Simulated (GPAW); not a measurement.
# Optical response of BaTiO3, part 2 of 2

Wanted: where BaTiO3 starts to absorb, how strongly, and its refractive index.

GPAW 26.7.0; DFT, PBE, plane-wave PAW (GPAW data sets), scalar-relativistic, RPA, optical limit.

So far. Step 2 (Ground state): There is a gap, 1.78 eV on this mesh (points off the mesh can give less), so no carriers' term is needed.

**4. Dielectric function, RPA**

Transitions between filled and empty bands, summed over the zone, give the optical response, so mesh, band count and broadening shape it.

The induced potential is part of this response.

This step: DFT, PBE, plane-wave PAW (GPAW data sets), scalar-relativistic, RPA, optical limit (GPAW 26.7.0).

Contents of df.py:

```python
from gpaw.response.df import DielectricFunction

df = DielectricFunction('full.gpw', frequencies={'type': 'nonlinear', 'domega0': 0.03, 'omega2': 8},
                        ecut=50,
                        eta=0.12,
                        nbands=56,
                        txt='df.txt')
for direction in ['x', 'z']:
    df.get_dielectric_function(xc='RPA', direction=direction, filename=f'df_{direction}.csv')
```

Run with:

```sh
> OMP_NUM_THREADS=1 python df.py
```

Numbers of over 12 decimals in the logs are rounded to 6 here.

The program printed:

```text
Using integrator: PointIntegrator
NonLinearFrequencyDescriptor(from 0.000 to 90.926 eV, 532 points)
Nonperiodic BCs:  [False False False]
Using integrator: PointIntegrator
NonLinearFrequencyDescriptor(from 0.000 to 90.926 eV, 532 points)
Nonperiodic BCs:  [False False False]

Calculating chi0 body with:
    Ground state adapter containing:
    Number of spins: 1
    Number of kpoints: 343
    Number of irreducible kpoints: 20
    Number of completely occupied states: 20
    Number of partially occupied states: 20

    Linear response parametrization:
    q_c: [0.0, 0.0, 0.0]
    Number of frequency points: 532
    Planewave cutoff: 50.0
    Number of bands: 56
    Number of planewaves: 57
    Broadening (eta): 0.12

Integrating chi0 body.

Symmetries of q_c:
    Direct symmetries (Uq -> q): 48
    Indirect symmetries (TUq -> q): 0
In total 48 allowed symmetries.

20 groups of equivalent kpoints. 94.169096% reduction.

Integral kind: spectral function

Calculating chi0 optical extensions with:
    Ground state adapter containing:
    Number of spins: 1
    Number of kpoints: 343
    Number of irreducible kpoints: 20
    Number of completely occupied states: 20
    Number of partially occupied states: 20

    Linear response parametrization:
    Number of frequency points: 532
    Planewave cutoff: 50.0
    Number of bands: 56
    Number of planewaves: 57
    Broadening (eta): 0.12
Integrating chi0 head and wings.

Symmetries of q_c:
    Direct symmetries (Uq -> q): 48
    Indirect symmetries (TUq -> q): 0
In total 48 allowed symmetries.

20 groups of equivalent kpoints. 94.169096% reduction.

Integral kind: spectral function wings
```

Elapsed: 21 s, on 1 thread of Arm Neoverse N1, shared host; peak memory 0.36 GiB.

Read-outs, printed or worked out from the files:

| Property | Result |
| --- | --- |
| electronic dielectric constant ε∞, mean over x, y and z (by symmetry where fewer were run) | 6.119 |

Some rows of df_x.csv (energy; Re and Im without local fields; Re and Im with them):

```text
0.000000, 6.360441, -0.000000, 6.118481, -0.000000
0.429336, 6.407062, 0.026699, 6.162871, 0.025411
0.878195, 6.567817, 0.062056, 6.315725, 0.058935
1.347938, 6.918124, 0.128546, 6.647721, 0.121524
1.840057, 7.716895, 0.526781, 7.400349, 0.493896
2.356191, 8.413640, 1.442938, 8.050484, 1.332126
2.898142, 8.679597, 3.272388, 8.358677, 3.001802
3.467895, 6.684971, 5.987693, 6.701556, 5.662178
4.067647, 4.763896, 8.247649, 5.176667, 8.013469
4.699832, 1.236087, 4.145822, 1.155871, 4.389281
5.367152, 2.096764, 2.479112, 1.918134, 2.681093
6.072622, 3.616337, 3.219528, 3.400942, 3.349452
6.819608, 4.296820, 3.612275, 4.042199, 3.697689
7.611886, 2.714388, 3.682785, 2.168870, 3.748237
8.453705, 3.018014, 4.013530, 2.380326, 3.896056
9.349861, 1.194557, 4.580912, 0.847441, 4.198791
10.305790, -0.038971, 4.313400, -0.067581, 3.837263
11.327680, -0.303483, 2.365589, -0.378031, 2.264743
12.422601, 0.237818, 1.291962, -0.061687, 1.206656
13.598673, 0.944592, 0.700745, 0.560134, 0.640695
```

The Im ε, E ∥ x or z has structure finer than the step of the table below, so its rows give means over 1 eV, whole bins alone (the curve runs from 0 to 14.0 eV). Peaks (eV: height): 3.4: 5.71, 4.1: 8.01, 7.1: 5.22, 8.0: 5.01, 8.6: 4.93.

Sum at mesh points, not converged in k; values under the direct gap are tails of Lorentzian lines. Table of Im ε, E ∥ x or z by photon energy; means over each step:

| photon energy (eV) | Im ε, E ∥ x or z |
| --- | --- |
| 1 | 0.0782 |
| 2 | 0.770 |
| 3 | 3.52 |
| 4 | 6.40 |
| 5 | 3.78 |
| 6 | 3.04 |
| 7 | 4.07 |
| 8 | 4.05 |
| 9 | 4.29 |
| 10 | 3.74 |
| 11 | 2.66 |
| 12 | 1.77 |
| 13 | 0.997 |

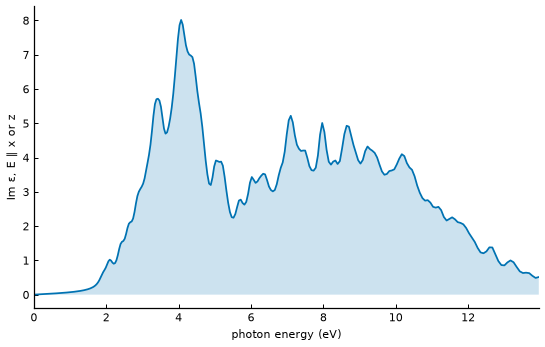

Im ε, E ∥ x or z against photon energy.

The reflectivity at normal incidence, E ∥ x or z has structure finer than the step of the table below, so its rows give means over 1 eV, whole bins alone (the curve runs from 0 to 14.0 eV). Peaks (eV: height): 4.1: 32.0, 7.1: 24.5, 8.0: 24.4, 8.7: 25.6, 10.5: 29.2, 12.8: 21.4.

Sum at mesh points, not converged in k. Table of reflectivity at normal incidence, E ∥ x or z by photon energy; means over each step:

| photon energy (eV) | reflectivity at normal incidence, E ∥ x or z (%) |
| --- | --- |
| 1 | 18.8 |
| 2 | 21.8 |
| 3 | 26.1 |
| 4 | 29.1 |
| 5 | 19.7 |
| 6 | 16.4 |
| 7 | 20.6 |
| 8 | 20.7 |
| 9 | 23.7 |
| 10 | 24.5 |
| 11 | 25.8 |
| 12 | 23.8 |
| 13 | 14.1 |

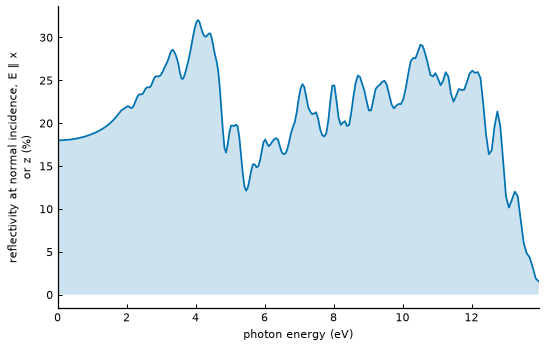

Reflectivity at normal incidence, E ∥ x or z against photon energy.

The Im ε, E ∥ x or z has structure finer than the step of the table below, so its rows give means over 1 eV, whole bins alone (the curve runs from 0 to 14.0 eV). Peaks (eV: height): without local fields 3.4: 6.10, 4.1: 8.25, 7.1: 4.99, 8.0: 5.11, 8.6: 5.25; with local fields 3.4: 5.71, 4.1: 8.01, 7.1: 5.22, 8.0: 5.01, 8.6: 4.93.

Sum at mesh points, not converged in k; values under the direct gap are tails of Lorentzian lines. Table of Im ε, E ∥ x or z by photon energy; means over each step:

| photon energy (eV) | without local fields | with local fields |
| --- | --- | --- |
| 1 | 0.0826 | 0.0782 |
| 2 | 0.827 | 0.770 |
| 3 | 3.82 | 3.52 |
| 4 | 6.56 | 6.40 |
| 5 | 3.57 | 3.78 |
| 6 | 2.91 | 3.04 |
| 7 | 3.90 | 4.07 |
| 8 | 4.07 | 4.05 |
| 9 | 4.59 | 4.29 |
| 10 | 4.15 | 3.74 |
| 11 | 2.82 | 2.66 |
| 12 | 1.80 | 1.77 |
| 13 | 1.06 | 0.997 |

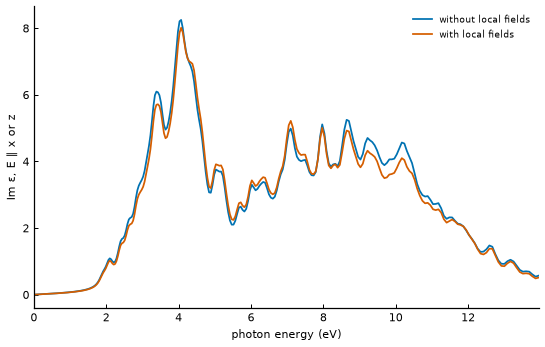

Im ε, E ∥ x or z, plotted against photon energy.

The loss function −Im 1/ε at q → 0, E ∥ x or z has structure finer than the step of the table below, so its rows give means over 1 eV, whole bins alone (the curve runs from 0 to 14.0 eV). Peaks (eV: height): 12.9: 1.15, 13.4: 1.20.

Sum at mesh points, not converged in k; values under the direct gap are tails of Lorentzian lines. Table of loss function −Im 1/ε at q → 0, E ∥ x or z by energy loss; means over each step:

| energy loss (eV) | loss function −Im 1/ε at q → 0, E ∥ x or z |
| --- | --- |
| 1 | 0.00185 |
| 2 | 0.0129 |
| 3 | 0.0426 |
| 4 | 0.0924 |
| 5 | 0.202 |
| 6 | 0.147 |
| 7 | 0.148 |
| 8 | 0.189 |
| 9 | 0.215 |
| 10 | 0.261 |
| 11 | 0.376 |
| 12 | 0.572 |
| 13 | 0.971 |

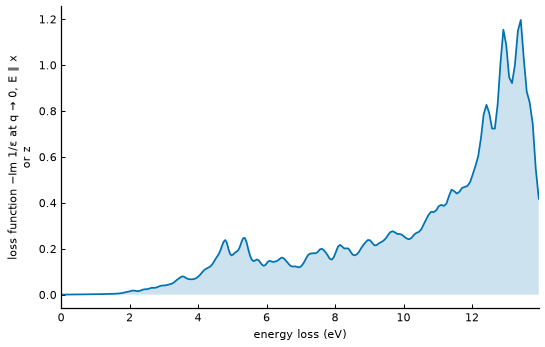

Loss function −Im 1/ε at q → 0, E ∥ x or z, plotted against energy loss.

Optical constants at common wavelengths, from n + ik = √ε:

| wavelength (nm) | n | k | R (%) | 1/α |
| --- | --- | --- | --- | --- |
| 1550 | 2.51 | 0.010 | 18.5 | 12 µm |
| 1064 | 2.55 | 0.018 | 19.0 | 4.7 µm |
| 633 | 2.74 | 0.134 | 21.8 | 375 nm |
| 405 | 2.97 | 0.575 | 26.1 | 56 nm |
| 308 | 2.81 | 1.402 | 31.8 | 17 nm |
| 248 | 1.93 | 0.987 | 19.2 | 20 nm |
| 193 | 1.97 | 0.864 | 17.6 | 18 nm |

Below the direct gap, k and the depth come from the tails of the Lorentzian lines, not from transitions.

Rows near the edge hang on the gap, which this functional as a rule makes too small, and phonon-assisted absorption is left out.

**5. What came out**

* electronic dielectric constant ε∞, mean over x, y and z (by symmetry where fewer were run) (RPA): 6.12

What this shows: At this level (PBE, RPA) BaTiO3 has ε∞ = 6.12 and n = 2.51 at 1550 nm. On the mesh the gap is 1.84 eV and the least direct gap 1.91 eV, so on this mesh the band edges lie at different points. Local fields change the static value along x from 6.36 to 6.12 (-4 %). Excitons and phonon-assisted transitions are missing; PBE gaps are as a rule too small, which pulls the onset down and ε∞ up. Spin-orbit coupling is left out although heavy atoms are present. In this version of GPAW the matrix elements of the optical limit are incomplete, which can lower ε − 1 by up to a tenth where first-row anions or d states rule, and shift it by more in d metals. The sum runs over mesh points 0.22 Å⁻¹ apart with no interpolation, so peaks are partly noise of the mesh and static values carry its error.

[Machine, clock and banner lines and Python warnings are left out of the logs.]

[Logs are printed without paths, hosts, clocks, repeated set-up lines and the standing remarks that a program may print on its own settings, such as how far it seeks lower states.]

[Hosts, paths, dates, database ids (printed as entryN), source tags and the programs' standing remarks are cut or masked in the printed files.]
